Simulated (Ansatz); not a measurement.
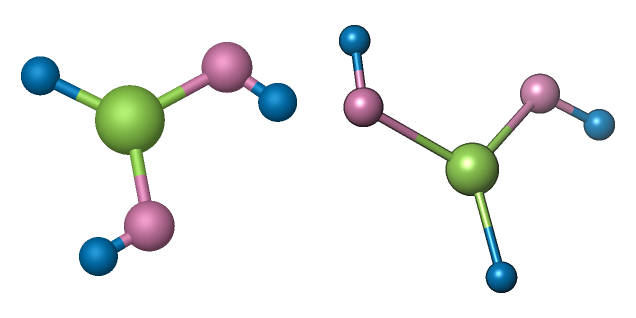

Two views of one molecule. Colours: oxygen pink, gallium green, hydrogen blue.

Give the formula.

GaH₃O₂, 6 atoms: 1 gallium, 3 hydrogen and 2 oxygen.

How many bonds of each kind are drawn?

2 Ga–O, 2 O–H, 1 Ga–H. Sticks follow a distance rule.

What is the point group of this geometry?

Cs.

How many sets of symmetry-equivalent atoms are there?

6: 1 O, 1 Ga, 1 O, 1 H, 1 H, 1 H.

More results for the same structure follow; atom numbers are the same in all pictures, views and colours differ. The computed structure is the end point of a PBE0-D4/def2-TZVP optimisation. No frequency run is at hand to confirm it as a minimum.

Geometry

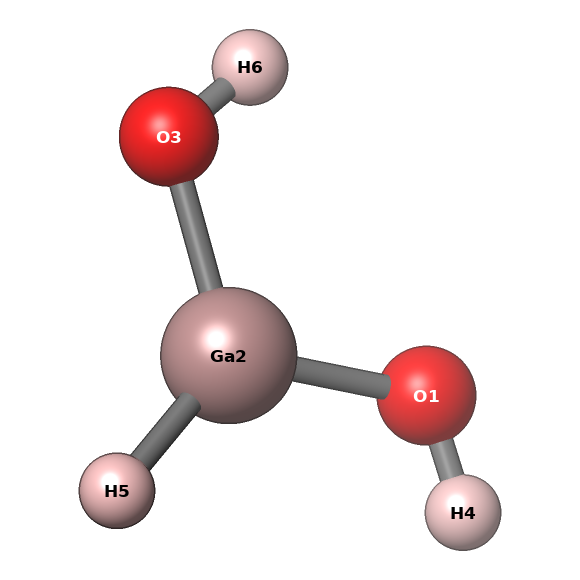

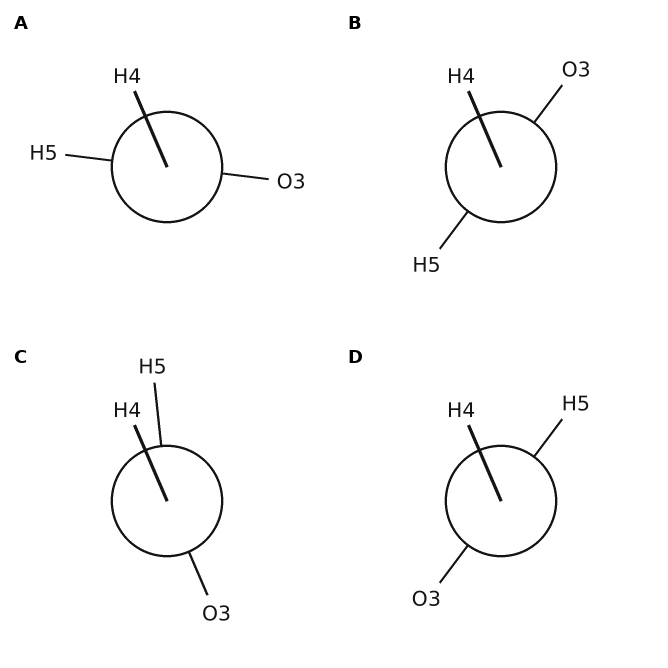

Distant atoms are faded towards the background colour. Bonds that would overlap in a projection are set slightly apart. No frequency run is at hand to confirm it as a minimum.

Which Newman projection shows the view along O1–Ga2, with O1 in front?

C. The torsion angle H4–O1–Ga2–O3 is 180°, antiperiplanar (anti).

Charges

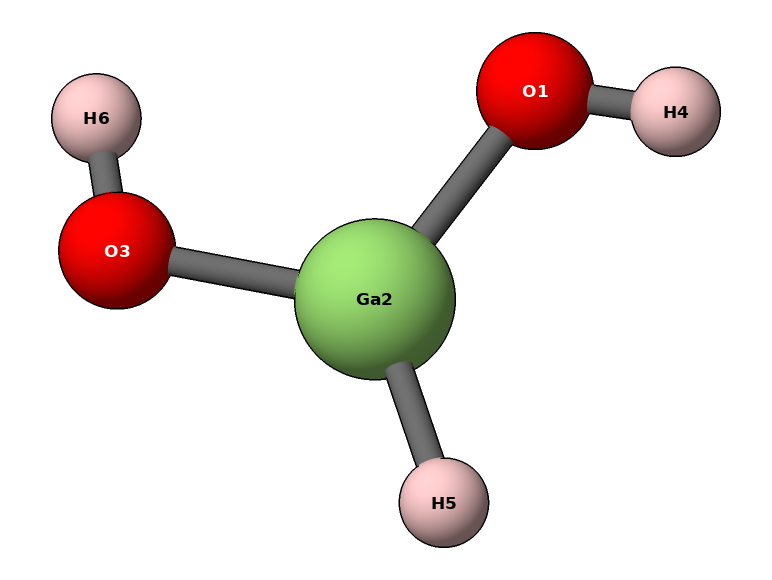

The questions are on Mulliken charges. No frequency run is at hand to confirm it as a minimum. Level of theory: RKS PBE0-D4/def2-TZVP (Ansatz 0.2.0).

List the Mulliken charges.

```csv
atom,value (e)
O1,−0.56
Ga2,0.55
O3,−0.56
H4,0.31
H5,−0.05
H6,0.32
```

Dipole moment

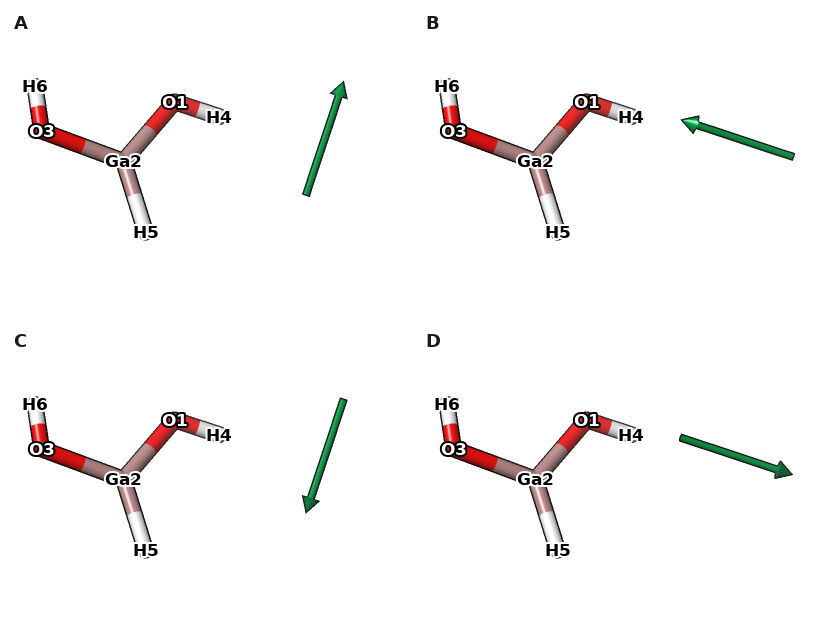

The same molecule four times, each with an arrow. No frequency run is at hand to confirm it as a minimum. Method: RKS PBE0-D4/def2-TZVP (Ansatz 0.2.0).

Which arrow points along the dipole moment, from the negative to the positive end?

D. The dipole moment is 1.79 D; it points from the side of H6 to the side of H4 (the outermost atoms at the two ends).

Electronic properties

No frequency run is at hand to confirm it as a minimum. Level of theory: RKS PBE0-D4/def2-TZVPP (Ansatz 0.2.0).

Give the HOMO energy (Kohn–Sham orbital) at this level.

−8.68 eV.

Give the HOMO–LUMO gap at this level.

8.15 eV.

Mulliken values depend strongly on the basis set and can even reverse the polarity of a bond.
